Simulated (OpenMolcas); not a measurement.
# Single-point calculation, with input and output: CoH₈O₄F₂ (part 2 of 2)

The same run, continued: CoH₈O₄F₂ (trans-CoF2(H2O)4), multiplicity 2; NEVPT2/ANO-RCC-VDZ, DKH2 (OpenMolcas 26.06). The geometry comes from this level: GFN2-xTB.

Geometry of the input (Å):
```
Co -0.0101  -0.0012  -0.0017
F  0.0095  -0.0336  1.7049
F  -0.0283  0.0295  -1.7069
O  2.3325  0.1232  -0.0189
H  2.4409  -0.4408  -0.7908
H  2.4582  -0.4294  0.7587
O  -2.3491  -0.1126  -0.0328
H  -2.4371  0.3873  -0.8507
H  -2.4867  0.5017  0.6945
O  -0.0593  2.3180  0.0123
H  0.4742  2.4234  -0.7818
H  0.5289  2.4229  0.7668
O  0.0779  -2.3194  0.0306
H  -0.5764  -2.4635  -0.6601
H  -0.3753  -2.4054  0.8758
```

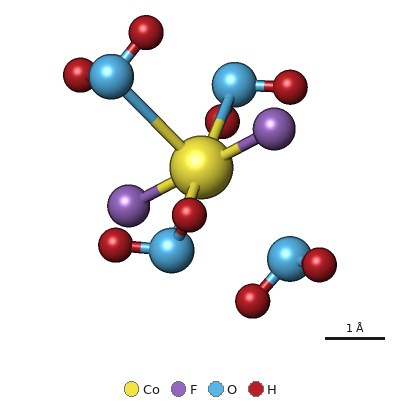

The structure as given in the input (ball-and-stick view, seen at a tilt). Sticks mark near contacts.

### Output, continued
```
      Symmetry species                           1
                                                 a
      Frozen orbitals                            0
      Inactive orbitals                         39
      Active orbitals                            5
      RAS1 orbitals                              0
      RAS2 orbitals                              5
      RAS3 orbitals                              0
      Secondary orbitals                        53
      Deleted orbitals                           0
      Number of basis functions                 97
--

++    CI expansion specifications:
      ----------------------------

      Number of CSFs                            40
      Number of determinants                    50
      Number of root(s) required                 1
      Root chosen for geometry opt.              1
      CI root used                               1

      highest root included in the CI            1
      max. size of the explicit Hamiltonian     40
--

++    Optimization specifications:
      ----------------------------

      RASSCF algorithm: LK RI/DF
      Maximum number of macro iterations       200
      Maximum number of SX iterations          100
      Threshold for RASSCF energy            1.000E-08
      Threshold for max MO rotation          1.000E-01
      Threshold for max BLB element          1.000E-04
      Level shift parameter                  5.000E-01
      Make Quasi-Newton update
--

      The MO-coefficients are taken from the file:
      step2.RasOrb
      Title: RASSCF average (pseudo-natural) orbitals

      Total molecular charge    0.00

      ************************************************************************************************************************
      *                                            Wave function control section                                             *
      ************************************************************************************************************************

                                         RASSCF iterations: Energy and convergence statistics
                                         ----------------------------------------------------

          iter iter root      energy       change     param      element    value   shift minimum  type update hh:mm:ss
 Nr of preliminary CI iterations:   1
      Total energies have been shifted. Add                -1000.00 au
        1   1    6    1  -895.32457873    0.00E+00   6.89E-03   30  94 1 -1.18E-02*  0.31   0.00    SX    NO    0:00:00
        2   1    6    1  -895.32520184   -6.23E-04*  5.03E-03   43  92 1 -4.09E-03*  0.31   0.00    SX    NO    0:00:00
        3   1    5    1  -895.32528588   -8.40E-05*  3.49E-03   42  85 1 -2.64E-03*  0.31   0.00    SX    NO    0:00:00
        4   1    5    1  -895.32530654   -2.07E-05*  2.58E-03   13  95 1  8.18E-04*  0.31   0.00    SX    NO    0:00:00
        5   1    5    1  -895.32531365   -7.10E-06*  4.61E-03   42  85 1 -8.34E-04*  0.31   1.56    QN   YES    0:00:00
        6   1    5    1  -895.32531877   -5.12E-06* -1.05E-03   42  85 1  2.45E-04*  0.31   1.08    QN   YES    0:00:00
        7   1    5    1  -895.32531924   -4.74E-07* -1.57E-03   42  85 1  1.38E-04*  0.31   2.50    LS   YES    0:00:00
        8   1    5    1  -895.32531936   -1.25E-07*  4.37E-04   25  77 1  1.12E-04*  0.31   0.68    QN   YES    0:00:00
        9   1    4    1  -895.32531958   -2.14E-07* -4.36E-04   43  92 1 -4.92E-05   0.31   1.46    QN   YES    0:00:00
       10   1    5    1  -895.32531973   -1.53E-07* -1.55E-03   12  40 1  4.48E-05   0.31   2.47    QN   YES    0:00:00
       11   1    5    1  -895.32532008   -3.48E-07* -3.04E-03   30  44 1  1.49E-04*  0.31   2.00    QN   YES    0:00:00
       12   1    5    1  -895.32532060   -5.21E-07* -4.12E-03   30  44 1  2.51E-04*  0.31   1.68    QN   YES    0:00:00
       13   1    5    1  -895.32532116   -5.61E-07*  2.08E-03   30  44 1  2.66E-04*  0.31   1.28    QN   YES    0:00:00
       14   1    5    1  -895.32532161   -4.51E-07*  8.11E-04   30  44 1  1.43E-04*  0.31   1.77    QN   YES    0:00:00
       15   1    5    1  -895.32532196   -3.43E-07*  5.73E-04   30  44 1 -5.34E-05   0.31   1.20    QN   YES    0:00:00
       16   1    5    1  -895.32532207   -1.11E-07* -1.84E-03   30  44 1 -7.95E-05   0.31   2.50    QN   YES    0:00:00
       17   1    4    1  -895.32532230   -2.37E-07*  8.28E-04   30  44 1 -7.34E-05   0.31   1.32    QN   YES    0:00:00
       18   1    4    1  -895.32532237   -6.88E-08*  4.90E-04   37  57 1  4.50E-05   0.31   1.59    LS   YES    0:00:00
       19   1    4    1  -895.32532238   -1.06E-08*  1.37E-04   37  57 1  3.51E-05   0.31   0.97    QN   YES    0:00:00
       20   1    4    1  -895.32532240   -1.50E-08*  9.87E-05   42  85 1 -1.52E-05   0.31   1.64    QN   YES    0:00:00
       21   1    4    1  -895.32532240   -4.11E-09   4.16E-05   30  44 1  6.08E-06   0.31   1.13    QN   YES    0:00:00
      Convergence after 21 iterations
       22   1    4    1  -895.32532240   -7.11E-10   4.16E-05   43  92 1  3.42E-06   0.31   1.13    QN   YES    0:00:00

      ************************************************************************************************************************
                                                      Wave function printout:
                       occupation of active orbitals, and spin coupling of open shells (u,d: Spin up or down)
      ************************************************************************************************************************

      Note: transformation to natural orbitals
      has been made, which may change the order of the CSFs.

      printout of CI-coefficients larger than  0.05 for root  1
      energy=   -1895.325322
      conf/sym  11111     Coeff  Weight
             1  222u0  -0.97336 0.94744
            16  220u2  -0.12855 0.01652
            21  2022u  -0.05040 0.00254
            22  202u2  -0.10777 0.01161
            26  022u2  -0.10530 0.01109
            38  uud22   0.07769 0.00604

      Natural orbitals and occupation numbers for root  1
      sym 1:   1.965132   1.964334   1.959450   1.012081   0.099003

      ************************************************************************************************************************
      *                                                    Final results                                                     *
      ************************************************************************************************************************

++    Final optimization conditions:
      ------------------------------

      Average CI energy                           -1895.32532240
      RASSCF energy for state  1                  -1895.32532240
      Super-CI energy                                -0.00000000
      RASSCF energy change                           -0.00000000
      Max change in MO coefficients               4.175E-05
      Max non-diagonal density matrix element     4.156E-05
      Maximum BLB matrix element                  3.424E-06
      (orbital pair  43,  92 in symmetry   1)
      Norm of electronic gradient            1.331E-05
--

      Final state energy(ies):
      ------------------------

::    RASSCF root number  1 Total energy:  -1895.32532240
      Von Neumann Entropy (Root   1) =  0.79131

      Mulliken population analysis for root number:  1
      -----------------------------------------------

++    Molecular charges:
      ------------------

      Mulliken charges per centre
      ---------------------------

                CO1     F2      F3      O4      H5      H6      O7      H8      H9      O10     H11     H12
      Total   25.8614  9.7866  9.7859  8.7397  0.5760  0.5792  8.7393  0.5749  0.5792  8.7375  0.5747  0.5762

      N-E      1.1386 -0.7866 -0.7859 -0.7397  0.4240  0.4208 -0.7393  0.4251  0.4208 -0.7375  0.4253  0.4238

                O13     H14     H15
      Total    8.7387  0.5786  0.5720

      N-E     -0.7387  0.4214  0.4280

      Total electronic charge=   85.000000

      Total            charge=   -0.000000
--

      Expectation values of various properties for root number:  1
      -----------------------------------------------------------

++    Molecular properties:
      ---------------------

      Charge (e):
                      =   -0.0000
      Dipole Moment (debye):
      Origin of the operator (angstrom)=   -0.0053   -0.0000   -0.0016
                   X=  5.5158E-02               Y= -4.3558E-02               Z=  5.9384E-02           Total=  9.2012E-02
      Quadrupole Moment (debye*angstrom):
      Origin of the operator (angstrom)=   -0.0053   -0.0000   -0.0016
                  XX= -4.2486E+01              XY= -1.0630E-02              XZ=  5.4770E-01              YY= -4.3242E+01
                  YZ= -5.4386E-01              ZZ= -6.1940E+01
      In traceless form (debye*angstrom)
                  XX=  1.0105E+01              XY= -1.5946E-02              XZ=  8.2156E-01              YY=  8.9711E+00
                  YZ= -8.1580E-01              ZZ= -1.9076E+01
--

      Mulliken spin population analysis for root number:  1
      ---------------------------------------------------

++    Molecular charges:
      ------------------

      Mulliken spin population per centre
      ---------------------------

                CO1     F2      F3      O4      H5      H6      O7      H8      H9      O10     H11     H12
      Total    0.9906  0.0001  0.0001  0.0026 -0.0002 -0.0002  0.0026 -0.0002 -0.0002  0.0028 -0.0002 -0.0002

                O13     H14     H15
      Total    0.0028 -0.0002 -0.0002

      Total electronic spin=    1.000000
--

      LoProp population analysis for root number:  1
      -----------------------------------------------

++    LoProp analysis:
      ----------------

++    Static properties:
      ------------------

      LoProp Charges per center

                   CO1      F2       F3       O4       H5       H6       O7       H8       H9       O10
      Nuclear     27.0000   9.0000   9.0000   8.0000   1.0000   1.0000   8.0000   1.0000   1.0000   8.0000
      Electronic -25.5323  -9.8302  -9.8298  -8.6609  -0.6459  -0.6468  -8.6605  -0.6456  -0.6470  -8.6590

      Total        1.4677  -0.8302  -0.8298  -0.6609   0.3541   0.3532  -0.6605   0.3544   0.3530  -0.6590

                   H11      H12      O13      H14      H15
      Nuclear      1.0000   1.0000   8.0000   1.0000   1.0000
      Electronic  -0.6454  -0.6460  -8.6594  -0.6466  -0.6446

      Total        0.3546   0.3540  -0.6594   0.3534   0.3554
--

      Natural Bond Order analysis for root number:  1

++    Natural Bond Order analysis
      ---------------------------
      Based on LoProp computed density
      -------------------------------------------------------------------------------------
      Atom A       Atom B       Bond Order
      -------------------------------------------------------------------------------------
      NBO located      0.963 non-bonded electrons on atom CO1
      NBO located      0.966 non-bonded electrons on atom CO1
      NBO located      0.981 non-bonded electrons on atom CO1
      NBO located      0.983 non-bonded electrons on atom CO1
      NBO located      1.004 non-bonded electrons on atom CO1
      NBO located      0.997 non-bonded electrons on atom CO1
      NBO located      0.997 non-bonded electrons on atom CO1
      NBO located      0.999 non-bonded electrons on atom CO1
      NBO located      1.000 non-bonded electrons on atom CO1
      NBO located      1.000 non-bonded electrons on atom CO1
      NBO located      1.000 non-bonded electrons on atom CO1
      NBO located      1.000 non-bonded electrons on atom CO1
      NBO located      0.904 non-bonded electrons on atom F2
      NBO located      1.000 non-bonded electrons on atom F2
      NBO located      0.993 non-bonded electrons on atom F2
      NBO located      0.993 non-bonded electrons on atom F2
      NBO located      0.904 non-bonded electrons on atom F3
      NBO located      1.000 non-bonded electrons on atom F3
      NBO located      0.993 non-bonded electrons on atom F3
      NBO located      0.993 non-bonded electrons on atom F3
      NBO located      1.000 non-bonded electrons on atom O4
      NBO located      1.004 non-bonded electrons on atom O4
      NBO located      1.000 non-bonded electrons on atom O7
      NBO located      1.004 non-bonded electrons on atom O7
      NBO located      1.000 non-bonded electrons on atom O10
      NBO located      1.000 non-bonded electrons on atom O10
      NBO located      1.000 non-bonded electrons on atom O13
      NBO located      1.004 non-bonded electrons on atom O13
      The remaining   17.028 electrons are to be considered as diffuse
--

--

      Average orbitals are written to the RASORB file
      Natural orbitals for root   1 are written to the RASORB.1 file
      Spin density orbitals for root   1 are written to the SPDORB.1 file

--- Stop Module: rasscf /rc=_RC_ALL_IS_WELL_ ---
--- Module rasscf spent 8 seconds ---

--- Start Module: caspt2 ---

                                              &CASPT2

                       available to each process: 1.9 GB of memory, 1 thread

++    Wave function specifications:
      -----------------------------

      Number of closed shell electrons          54
      Number of electrons in active shells       7
      Max number of holes in RAS1 space          0
      Max number of electrons in RAS3 space      0
      Number of inactive orbitals               27
      Number of active orbitals                  5
      Number of secondary orbitals              53
      Spin quantum number                      0.5
      State symmetry                             1
      Number of CSFs                            40
      Number of CASSCF root(s) available         1
      NEVPT2 state passed to geometry opt.       1
      A file JOBMIX will be created
      This is a CASSCF or RASSCF reference function
--

++    Orbital specifications:
      -----------------------

      Symmetry species                           1
                                                 a
      Frozen orbitals                           12
      Inactive orbitals                         27
      Active orbitals                            5
      Secondary orbitals                        53
      Deleted orbitals                           0
      Number of basis functions                 97
--

++    NEVPT2 specifications:
      ----------------------

      Type of calculation                        SS-NEVPT2
      Internal contraction for energies          partially and strongly contracted
                                                 (PC-NEVPT2 and SC-NEVPT2)
      Denominator threshold for SC-NEVPT2        1.00E-09
      Fock operator                              state-specific
      0th-order Hamiltonian                      DYALL
      IPEA shift                                 0.00
      Real shift                                 0.00
      Imaginary shift                            0.00
      The input orbitals will be transformed to quasi-canonical
--

--------------------------------------------------------------------------------
 Estimated memory requirements:
  POLY3 :                   252280
  RHS:                     1360736
  SIGMA :                  1331836
  PRPCTL:                        0
 Available workspace:    232482247

++ NEVPT2 computation for group   1

********************************************************************************
 Multi-State initialization phase begins for group   1
--------------------------------------------------------------------------------
********************************************************************************
 Compute H0 matrices for state    1
--------------------------------------------------------------------------------
--------------------------------------------------------------------------------
 H0 matrices have been computed.

********************************************************************************
  NEVPT2 EQUATION SOLUTION
--------------------------------------------------------------------------------

  Total nr of NEVPT2 parameters:
   Before reduction:     1722971
   After  reduction:     1713146

 Variance of |WF0>:       4.3457795524
-----------------------------------------------------------------------------------------------------------------------------

  FINAL PC-NEVPT2 RESULT:

      Reference energy:       -1895.3253224038
      E2 (Non-variational):      -1.0269025922
      E2 (Variational):          -1.0269025922
      Total energy:           -1896.3522249960
      Residual norm:              0.0000000000
      Reference weight:           0.77236

      Contributions to the PC-NEVPT2 correlation energy
      Active & Virtual Only:         -0.0852520330
      One Inactive Excited:          -0.1199901336
      Two Inactive Excited:          -0.8216604256

  FINAL SC-NEVPT2 RESULT:

      Reference energy:       -1895.3253224038
      E2 (Non-variational):      -1.0268808940
      E2 (Variational):          -1.0268808940
      Total energy:           -1896.3522032978
      Residual norm:              0.0000000000
      Reference weight:           0.77238

      Contributions to the SC-NEVPT2 correlation energy
      Active & Virtual only:         -0.0852444221
      One Inactive Excited:          -0.1199766478
      Two Inactive Excited:          -0.8216598241

   (Skip denominator check etc. with SC-NEVPT2 wavefunction)

   (Skipping property calculation,
    use PROP keyword to activate)
--

  Total SC-NEVPT2 energies:
::    SC-NEVPT2 Root  1     Total energy:  -1896.35220330

  A NEW JOBIPH FILE NAMED 'JOBMIX' IS PREPARED.
********************************************************************************
--- Stop Module: caspt2 /rc=_RC_ALL_IS_WELL_ ---
--- Module caspt2 spent 1 second ---

.##################.
.# Happy landing! #.
.##################.

    Timing: Wall=14.17 User=13.03 System=1.04
```

### Summary

- outcome: converged
- total energy: −1896.352203 hartree
- basis functions: 97
- wall time: 15 s
- peak memory: 0.16 GiB
